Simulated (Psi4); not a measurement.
# GaCl (SMILES [Cl][Ga]): DSD-PBEP86/cc-pVTZ (density fitting for correlation)

Aim: the energy change on altering one bond length of GaCl at DSD-PBEP86/cc-pVTZ (density fitting for correlation), from 2 runs. 

The calculation is run with Psi4 1.11.

7 further runs of the same task are left out: 7 that didn't finish.

## Step 1: The structure to begin with

GaCl has 2 atoms, charge 0, and is taken as a singlet. As SMILES, `[Cl][Ga]`. The coordinates come from a PBE0-D4/def2-TZVP relaxation.

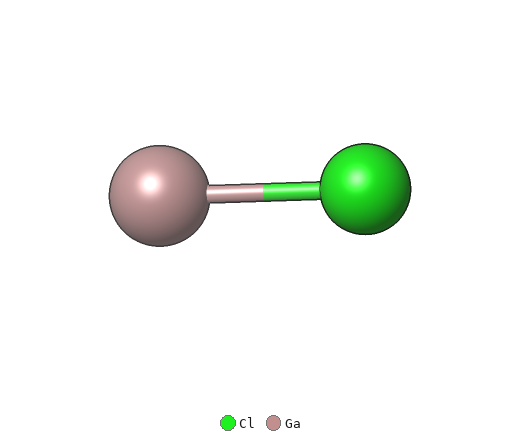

Viewed from a chosen angle; chlorine green, gallium pink.

## Step 2: The energy at DSD-PBEP86/cc-pVTZ (density fitting for correlation)

File run.py:

```python
import psi4

psi4.set_memory(2200000000)
psi4.set_num_threads(1)
psi4.core.set_output_file('psi4.out', False)

geom = psi4.geometry("""
0 1
Cl     0.000000     0.000000    -0.023560
Ga     0.000000     0.000000     2.192160
symmetry c1
""")

psi4.set_options({
    'basis': 'cc-pVTZ',
    'puream': True,
    'e_convergence': 1e-09,
    'd_convergence': 1e-08,
    'scf_type': 'pk',
    'dft_radial_points': 99,
    'dft_spherical_points': 590,
    'num_frozen_docc': 14,
})

E = psi4.energy('dsd-pbep86')
print(f'total energy {E:.8f} hartree = {E * 27.211386:.5f} eV')
for k, v in sorted(psi4.core.scalar_variables().items()):
    print(f'{k:45s} {v:18.10f}')
```

Run with:

```
$ python run.py
```

psi4.out:

```text
[...]
  Running in c1 symmetry.
[...]
  Nuclear repulsion =  125.862649623187977
[...]
  Multiplicity = 1
[...]
  Nalpha       = 24
  Nbeta        = 24
[...]
    Number of basis functions: 77
[...]
   @RKS iter   1: -2382.83180872633511   -3.39017e+00   2.32242e-02 DIIS/ADIIS
[...]
   @RKS iter  11: -2383.85310693513247   -3.63798e-12   2.39077e-09 DIIS
[...]
    Orbital Energies [Eh]
    ---------------------
    Doubly Occupied:
       1A   -376.657316     2A   -103.652747     3A    -47.409045
       4A    -41.876212     5A    -41.876212     6A    -41.874949
       7A    -10.148587     8A     -7.712103     9A     -7.710946
      10A     -7.710946    11A     -6.111778    12A     -4.266433
      13A     -4.266433    14A     -4.261831    15A     -1.097110
      16A     -1.096380    17A     -1.096380    18A     -1.091895
      19A     -1.091895    20A     -0.958283    21A     -0.501533
      22A     -0.403107    23A     -0.403107    24A     -0.327445
[...]
  @RKS Final Energy: -2383.85310693513247
   => Energetics <=
    Nuclear Repulsion Energy =            125.8626496231879770
    One-Electron Energy =               -3571.6294298604011601
    Two-Electron Energy =                1091.1975885890460631
    DFT Exchange-Correlation Energy =     -29.2839152869658434
    Empirical Dispersion Energy =           0.0000000000000000
    VV10 Nonlocal Energy =                  0.0000000000000000
    Total Energy =                      -2383.8531069351329279
[...]
 Multipole Moments:
 ------------------------------------------------------------------------------------
     Multipole            Electronic (a.u.)      Nuclear  (a.u.)        Total (a.u.)
 ------------------------------------------------------------------------------------
 L = 1.  Multiply by 2.5417464519 to convert [e a0] to [Debye]
 Dipole X            :         -0.0000000            0.0000000           -0.0000000
 Dipole Y            :          0.0000000            0.0000000            0.0000000
 Dipole Z            :          4.4876250           -3.5344566            0.9531683
 Magnitude           :                                                    0.9531683
[...]
```

Standard output:

```text
total energy -2384.01848860 hartree = -64872.44732 eV
CURRENT ENERGY                                  -2384.0184886010
CURRENT REFERENCE ENERGY                        -2383.8531069351
DD SOLVATION ENERGY                                 0.0000000000
DFT FUNCTIONAL TOTAL ENERGY                     -2383.8531069351
DFT TOTAL ENERGY                                -2384.0184886010
DFT VV10 ENERGY                                     0.0000000000
DFT XC ENERGY                                     -29.2839152870
DOUBLE-HYBRID CORRECTION ENERGY                    -0.1653816658
DSD-PBEP86 DOUBLE-HYBRID CORRECTION ENERGY         -0.1653816658
DSD-PBEP86 TOTAL ENERGY                         -2384.0184886010
GRID ELECTRONS ALPHA                               24.0000000397
GRID ELECTRONS BETA                                24.0000000397
GRID ELECTRONS TOTAL                               48.0000000793
NUCLEAR REPULSION ENERGY                          125.8626496232
ONE-ELECTRON ENERGY                             -3571.6294298604
PCM POLARIZATION ENERGY                             0.0000000000
PE ENERGY                                           0.0000000000
SCF ITERATION ENERGY                            -2383.8531069351
SCF ITERATIONS                                     11.0000000000
SCF TOTAL ENERGY                                -2383.8531069351
TWO-ELECTRON ENERGY                              1091.1975885890
XC GRID RADIAL POINTS                              99.0000000000
XC GRID SPHERICAL POINTS                          590.0000000000
XC GRID TOTAL POINTS                           109372.0000000000
```

Wall time 69 s (1 thread of Intel Xeon at 2.50GHz (Skylake/Cascade Lake), shared host); peak memory 1.3 GiB.

## Step 3: The distorted shape at the same level

File job.dat:

```
memory 2.2 GB

molecule molecule1 {
  0 1
  Cl     0.000000     0.000000    -1.796140
  Ga     0.000000     0.000000     2.192160
  symmetry c1
  no_reorient
  no_com
}

set {
  basis cc-pVTZ
  puream true
  e_convergence 1e-09
  d_convergence 1e-08
  scf_type pk
  dft_radial_points 99
  dft_spherical_points 590
  num_frozen_docc 14
}

energy_value = energy('dsd-pbep86')
print_variables()
```

Run with:

```
$ psi4 job.dat job.out -n 1
```

job.out:

```text
[...]
  Running in c1 symmetry.
[...]
  Nuclear repulsion =   69.923624106283384
[...]
  Multiplicity = 1
[...]
  Nalpha       = 24
  Nbeta        = 24
[...]
    Number of basis functions: 77
[...]
   @RKS iter   1: -2382.97568143274930   -4.01224e+00   2.10373e-02 DIIS/ADIIS
[...]
   @RKS iter  11: -2383.74065778165550   -4.86580e-11   6.46485e-09 DIIS
[...]
    Orbital Energies [Eh]
    ---------------------
    Doubly Occupied:
       1A   -376.781319     2A   -103.518231     3A    -47.531093
       4A    -41.997792     5A    -41.997792     6A    -41.997561
       7A    -10.012661     8A     -7.576476     9A     -7.575084
      10A     -7.575084    11A     -6.232835    12A     -4.385521
      13A     -4.385521    14A     -4.384118    15A     -1.214318
      16A     -1.214318    17A     -1.212922    18A     -1.212922
      19A     -1.212452    20A     -0.805408    21A     -0.511354
      22A     -0.265466    23A     -0.265466    24A     -0.263221
[...]
  @RKS Final Energy: -2383.74065778165550
   => Energetics <=
    Nuclear Repulsion Energy =             69.9236241062833841
    One-Electron Energy =               -3458.4917379318894746
    Two-Electron Energy =                1034.0852301823290418
    DFT Exchange-Correlation Energy =     -29.2577741383790553
    Empirical Dispersion Energy =           0.0000000000000000
    VV10 Nonlocal Energy =                  0.0000000000000000
    Total Energy =                      -2383.7406577816559548
[...]
 Multipole Moments:
 ------------------------------------------------------------------------------------
     Multipole            Electronic (a.u.)      Nuclear  (a.u.)        Total (a.u.)
 ------------------------------------------------------------------------------------
 L = 1.  Multiply by 2.5417464519 to convert [e a0] to [Debye]
 Dipole X            :         -0.0000000            0.0000000           -0.0000000
 Dipole Y            :         -0.0000000            0.0000000           -0.0000000
 Dipole Z            :        -64.9760987           70.7184271            5.7423284
 Magnitude           :                                                    5.7423284
[...]
```

Run time: 80 s. Hardware: 1 thread of Intel Xeon at 2.50GHz (Skylake/Cascade Lake), shared host; peak memory 1.3 GiB.

## Step 4: What came out

Level: DSD-PBEP86/cc-pVTZ (density fitting for correlation), 14 core orbitals frozen.

```
                                                           quantity           value
                                          first shape: total energy  -2384.01849 Eh
                     first shape: HOMO energy (SCF part's orbitals)        -8.91 eV
                     first shape: LUMO energy (SCF part's orbitals)        -0.16 eV
                   first shape: HOMO–LUMO gap (SCF part's orbitals)         8.75 eV
                                      distorted shape: total energy  -2383.89945 Eh
                 distorted shape: HOMO energy (SCF part's orbitals)        -7.16 eV
                 distorted shape: LUMO energy (SCF part's orbitals)        -2.44 eV
               distorted shape: HOMO–LUMO gap (SCF part's orbitals)         4.72 eV
energy change with the Cl1–Ga2 bond stretched from 2.216 to 3.988 Å        3.239 eV
```

**Reading.** With the Cl1–Ga2 bond stretched from 2.216 to 3.988 Å the energy rises by 3.24 eV (313 kJ/mol). The first shape isn't relaxed at this level, so the change isn't measured from a minimum.
